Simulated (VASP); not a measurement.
# Sc under strain, part 3 of 3

Aim: follow the pressure of Sc through compression, expansion and shear. All runs use r2SCAN. Left out of this account: 1 further run (self-consistent run: a reference on another mesh). The start is a cell from a database of measured crystal structures.

VASP 6.6.1; r2SCAN; plane waves and PAW (Sc_sv).

So far, pressure (GPa): step 2 (bands, cell as listed) 0.0159; step 3 (cell volume +4.0 %) -2.02; step 4 (cell volume +8.0 %) -3.73; step 6 (cell volume -4.0 %) 2.44.

**7. Bands, volume times 0.92**

The cell is scaled evenly once more. A prediction first. A parabola through the 4 pressures of evenly scaled cells so far, P = 0.02 -55.7 t +90 t² GPa with t = ln(V/V₁) and V₁ the volume at scale 1, gives 5.29 GPa at t = -0.0834.

The input, INCAR:

```
SYSTEM = Sc
PREC = Accurate
ENCUT = 400
EDIFF = 1E-06
NELM = 100
ISMEAR = -1
SIGMA = 0.05
LREAL = .FALSE.
ALGO = Normal
METAGGA = R2SCAN
LASPH = .TRUE.
NBANDS = 23
LORBIT = 11
LWAVE = .FALSE.
LCHARG = .FALSE.
KPAR = 2
```

The input, POSCAR:

```
Sc
1.0
    3.2182964260      0.0000000000      0.0000000000
   -1.6091482130      2.7871264618      0.0000000000
    0.0000000000      0.0000000000      5.1287526573
Sc
2
Direct
    0.3333333333      0.6666666667      0.2500000000
    0.6666666667      0.3333333333      0.7500000000
```

The input, KPOINTS:

```
Automatic mesh
0
Gamma
13 13 8
0 0 0
```

The input, KPOINTS_OPT:

```
Line mode
16
Line-mode
Reciprocal
  0.00000000   0.00000000   0.00000000 GAMMA
  0.50000000   0.00000000   0.00000000 M

  0.50000000   0.00000000   0.00000000 M
  0.33333333   0.33333333   0.00000000 K

  0.33333333   0.33333333   0.00000000 K
  0.00000000   0.00000000   0.00000000 GAMMA

  0.00000000   0.00000000   0.00000000 GAMMA
  0.00000000   0.00000000   0.50000000 A

  0.00000000   0.00000000   0.50000000 A
  0.50000000   0.00000000   0.50000000 L

  0.50000000   0.00000000   0.50000000 L
  0.33333333   0.33333333   0.50000000 H

  0.33333333   0.33333333   0.50000000 H
  0.00000000   0.00000000   0.50000000 A

  0.50000000   0.00000000   0.50000000 L
  0.50000000   0.00000000   0.00000000 M

  0.33333333   0.33333333   0.00000000 K
  0.33333333   0.33333333   0.50000000 H
```

PAW data sets: Sc_sv (PBE family, release 64).

Run with:

```console
mpirun -np 2 vasp_std
```

What it wrote:

```text
[... set-up lines as in an earlier step ...]
 entering main loop
       N       E                     dE             d eps       ncg     rms          rms(c)
DAV:   1     0.253142567605E+03    0.25314E+03   -0.98047E+03  4910   0.869E+02
DAV:   2    -0.196478576045E+02   -0.27279E+03   -0.26773E+03  4926   0.389E+02
DAV:   3    -0.286852473347E+02   -0.90374E+01   -0.88647E+01  7142   0.890E+01
DAV:   4    -0.288188357701E+02   -0.13359E+00   -0.13346E+00  6999   0.103E+01
DAV:   5    -0.288200664394E+02   -0.12307E-02   -0.12307E-02  7061   0.106E+00    0.106E+01
DAV:   6    -0.226989285325E+02    0.61211E+01   -0.49544E+00  6099   0.258E+01    0.212E+00
DAV:   7    -0.226467133993E+02    0.52215E-01   -0.35134E-01  7063   0.555E+00    0.104E+00
DAV:   8    -0.226532709797E+02   -0.65576E-02   -0.29279E-02  6566   0.157E+00    0.355E-01
DAV:   9    -0.226546950156E+02   -0.14240E-02   -0.52512E-03  6599   0.804E-01    0.338E-02
DAV:  10    -0.226547407719E+02   -0.45756E-04   -0.35701E-04  6179   0.191E-01    0.326E-02
DAV:  11    -0.226547469950E+02   -0.62232E-05   -0.63374E-05  6636   0.873E-02    0.524E-03
DAV:  12    -0.226547492749E+02   -0.22799E-05   -0.36452E-06  4228   0.190E-02    0.257E-03
DAV:  13    -0.226547508389E+02   -0.15640E-05   -0.73418E-07  2982   0.929E-03    0.406E-04
DAV:  14    -0.226547508863E+02   -0.47387E-07   -0.13965E-07  2772   0.609E-03
   1 F= -.22654751E+02 E0= -.22639092E+02  d E =-.313181E-01
 Start KPOINTS_OPT (optional k-point list driver)
k-point batch [1-105\144]
       N       E                     dE             ncg
DAV:   1    -0.201300306866E+05   -0.73457E+05     4870
DAV:   2    -0.483852363775E+05   -0.28255E+05     4854
DAV:   3    -0.492832010875E+05   -0.89796E+03     6216
DAV:   4    -0.493018707597E+05   -0.18670E+02     6873
DAV:   5    -0.493020502245E+05   -0.17946E+00     6739
DAV:   6    -0.493020529134E+05   -0.26889E-02     6790
DAV:   7    -0.493020529774E+05   -0.63978E-04     6321
DAV:   8    -0.493020529789E+05   -0.14641E-05     3991
DAV:   9    -0.493020529792E+05   -0.30105E-06     3458
k-point batch [106-144\144]
       N       E                     dE             ncg
DAV:   1     0.230967789506E+05   -0.34083E+05     1802
DAV:   2     0.121450716809E+05   -0.10952E+05     1794
DAV:   3     0.117839565195E+05   -0.36112E+03     2384
DAV:   4     0.117768011266E+05   -0.71554E+01     2520
DAV:   5     0.117766955660E+05   -0.10556E+00     2483
DAV:   6     0.117766932605E+05   -0.23056E-02     2558
DAV:   7     0.117766932184E+05   -0.42101E-04     2425
DAV:   8     0.117766932176E+05   -0.78900E-06     1500
```

Run time: 8.9 min. Hardware: 2 MPI ranks of AMD EPYC 7R13 (Zen 3), shared host; peak memory 0.42 GiB; 18 min of CPU time.

OUTCAR, selected parts (step 7):

```text
   ENCUT  =  400.0 eV  29.40 Ry    5.42 a.u.   5.25  5.25  8.36*2*pi/ulx,y,z

   NELECT =      22.0000    total number of electrons

 E-fermi :   4.1500

 k-point     1 :       0.0000    0.0000    0.0000
  band No.  band energies     occupation
    ...
      6     -24.5720      2.00000
      7     -24.5719      2.00000
      8     -24.5591      2.00000
      9      -1.4834      2.00000
     10       2.3150      2.00000
     11       4.5958      0.00027
     12       6.0644      0.00000
     13       6.0644      0.00000
     14       6.2127      0.00000
     15       6.5626      0.00000
    ...

  Total        1.7512328      1.7512328      1.0759325      0.0000000      0.0000000      0.0000000
  in kB       60.9901919     60.9901919     37.4715056      0.0000000      0.0000000      0.0000000
  external PRESSURE =      53.1506298 kB  Pullay stress =       0.0000000 kB

 POSITION                                       TOTAL-FORCE (eV/Angst)
 -----------------------------------------------------------------------------------
     -0.00000      1.85808      1.28219        -0.000000      0.000000      0.000000
      1.60915      0.92904      3.84656         0.000000     -0.000000      0.000000
 -----------------------------------------------------------------------------------
    total drift:                               -0.000000      0.000000     -0.000000

  FREE ENERGIE OF THE ION-ELECTRON SYSTEM (eV)
  ---------------------------------------------------
  free  energy   TOTEN  =       -22.6547508863 eV

  energy  without entropy=      -22.6234327607  energy(sigma->0) =      -22.63909182

[... 5 parts as in an earlier step ...]

[... 11 further parts left out ...]
```

Numbers from this step:

| Quantity | Value |
| --- | --- |
| SCF cycles | 14 |
| free energy (TOTEN) | -22.65 eV |
| energy at zero smearing | -22.64 eV |
| Fermi energy | 4.15 eV |
| pressure | 5.315 GPa |

Electronic bands along the path, in eV, zero at the Fermi level; # counts the bands kept, so #1 is VASP's band 9:

```tsv
point	#1	#2	#3	#4	#5	#6
Γ	-5.63	-1.83	0.45	1.91	1.91	2.06
M	-1.71	-1.20	-0.82	-0.34	1.44	1.71
K	-0.72	-0.72	-0.69	-0.56	1.19	1.19
Γ	-5.63	-1.83	0.45	1.91	1.91	2.06
A	-3.97	-3.97	1.05	1.05	1.86	1.86
L	-1.64	-1.64	0.05	0.05	1.44	1.44
H	-0.48	-0.48	-0.07	-0.07	0.29	0.29
A	-3.97	-3.97	1.05	1.05	1.86	1.86
jump to L	-1.64	-1.64	0.05	0.05	1.44	1.44
M	-1.71	-1.20	-0.82	-0.34	1.44	1.71
jump to K	-0.72	-0.72	-0.69	-0.56	1.19	1.19
H	-0.48	-0.48	-0.07	-0.07	0.29	0.29
```

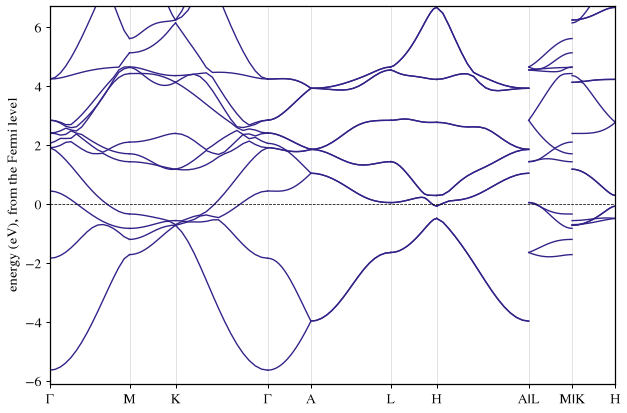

Electronic bands along the path.

 The pressure is 5.32 GPa. The parabola predicted 5.29 GPa, -0.03 GPa off.

**8. Side by side**

| cell | mesh | pressure (GPa) | gap (eV) |
| --- | --- | --- | --- |
| cell as listed | 13×13×8 | 0.02 | none |
| volume times 1.04 | 13×13×8 | -2.02 | none |
| volume times 1.08 | 13×13×8 | -3.73 | none |
| volume times 0.96 | 13×13×8 | 2.44 | none |
| volume times 0.92 | 13×13×8 | 5.32 | none |

**9. Bands, atoms displaced by up to 0.13 Å**

The mesh alone shows little of the dispersion and can miss band extrema, so KPOINTS_OPT adds a path through the symmetry points after the self-consistent cycle.

INCAR is that of step 7.

The input, POSCAR:

```
Sc
1.0
    3.3090000000      0.0000000000      0.0000000000
   -1.6545000000      2.8656780611      0.0000000000
    0.0000000000      0.0000000000      5.2733000000
Sc
2
Direct
    0.3247050000      0.6622060000      0.2408520000
    0.6560720000      0.3217130000      0.7268150000
```

KPOINTS is that of step 7.

KPOINTS_OPT is that of step 7.

Run with:

```console
mpirun -np 2 vasp_std
```

What it wrote:

```text
[... set-up lines as in an earlier step ...]
 entering main loop
       N       E                     dE             d eps       ncg     rms          rms(c)
DAV:   1     0.258859075463E+03    0.25886E+03   -0.97815E+03 31486   0.855E+02
DAV:   2    -0.189369145632E+02   -0.27780E+03   -0.27271E+03 31726   0.387E+02
DAV:   3    -0.288101197355E+02   -0.98732E+01   -0.96621E+01 47302   0.918E+01
DAV:   4    -0.289518249925E+02   -0.14171E+00   -0.14143E+00 44825   0.101E+01
DAV:   5    -0.289532339301E+02   -0.14089E-02   -0.14089E-02 45321   0.110E+00    0.970E+00
DAV:   6    -0.227703450852E+02    0.61829E+01   -0.52796E+00 40892   0.261E+01    0.208E+00
DAV:   7    -0.227019106229E+02    0.68434E-01   -0.38135E-01 45735   0.586E+00    0.111E+00
DAV:   8    -0.227080877146E+02   -0.61771E-02   -0.29398E-02 41935   0.150E+00    0.358E-01
DAV:   9    -0.227096552383E+02   -0.15675E-02   -0.47672E-03 45421   0.744E-01    0.345E-02
```

It took 21 min on 2 MPI ranks.

The run was cut off at its time limit.

More ranks or a longer limit would be the way on.

**10. Outcome**

```
pressure, cell as listed                                    : 0.0159 GPa
pressure, volume times 1.04                                 : -2.02 GPa
pressure, volume times 1.08                                 : -3.73 GPa
pressure, volume times 0.96                                 : 2.44 GPa
pressure, volume times 0.92                                 : 5.32 GPa
bulk modulus at the listed volume, shape and positions held : 55.8 GPa
```

What this shows: The slope of pressure against ln V at the listed volume gives a bulk modulus of 55.8 GPa at fixed shape and positions. Not obtained: bands, sheared, principal strains -1.3, -0.5, +1.8 %, since the run ended as timeout. Not obtained: bands, atoms displaced by up to 0.13 Å, since the run ended as timeout.

[Lines on the potential files, build, host, timing and source positions are cut from VASP's logs without a mark.]

[Logs are printed without paths, hosts, clocks, repeated set-up lines and the standing remarks that a program may print on its own settings, such as how far it seeks lower states.]

[Hosts, paths, dates, database ids (printed as entryN), source tags and the programs' standing remarks are cut or masked in the printed files.]

[A measured line is paired with the nearest computed mode of its activity, which favours agreement.]
